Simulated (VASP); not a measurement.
Band structure of TaNi₃ (space group I4/mmm). Calculation: PBEsol GGA, VASP's PBE PAW potentials (set 64) (plane waves; VASP).

Unless said otherwise, spin-orbit coupling is left out, though it shifts the bands of the heavy elements here.

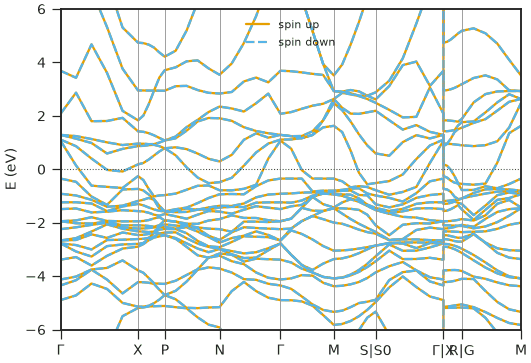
Fig. 1. Bands along high-symmetry lines, zero at the valence-band maximum or, without a gap, the Fermi level

### Question
Read the plot: is there a gap, and where are the band edges?

### Answer
It has no gap at this level: it comes out as a metal or semimetal.

The structure comes from a measured TaNi3 entry of the Crystallography Open Database, whose conditions weren't checked. The cell was not relaxed at this level. The k-mesh is coarse (spacing up to 0.35 per Å, 2π included), so the numbers may not be converged in it.
